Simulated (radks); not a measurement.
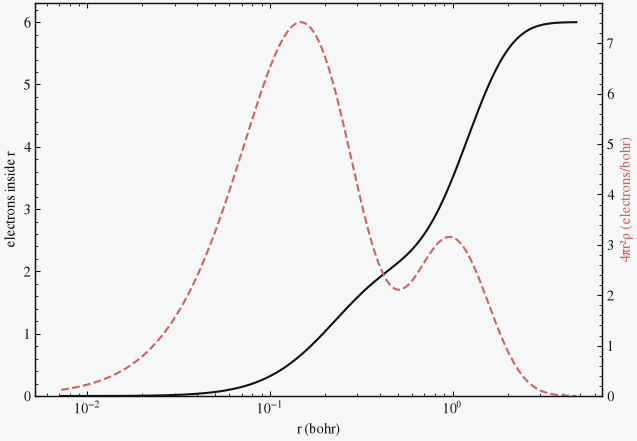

The N⁺ ion in the configuration [He] 2s2 2p2 (both spins equally filled). Level of theory: non-relativistic Kohn-Sham, r2SCAN, spin-polarised, spherical densities, point nucleus. Computed with the in-house radial solver radks.

```
Z 7
configuration [He] 2s2 2p1 2p1
relativity non-relativistic
functional r2scan,r2scan
spin polarised
nucleus point
```

The run was one of a batch (task.json lists them), launched with:
```bash
python run_ks.py task.json out
```

The plot shows the number of electrons inside radius r (solid) and the radial density 4πr²ρ (dashed).

Question: Read the plot.

Answer: The count levels off at 6 electrons. Half of them lie within 0.840 bohr, 90 % within 1.85 bohr and 99 % within 2.94 bohr. The radial density has a minimum at 0.507 bohr, where the count stands at 2.1; this parts the shells that the density resolves.
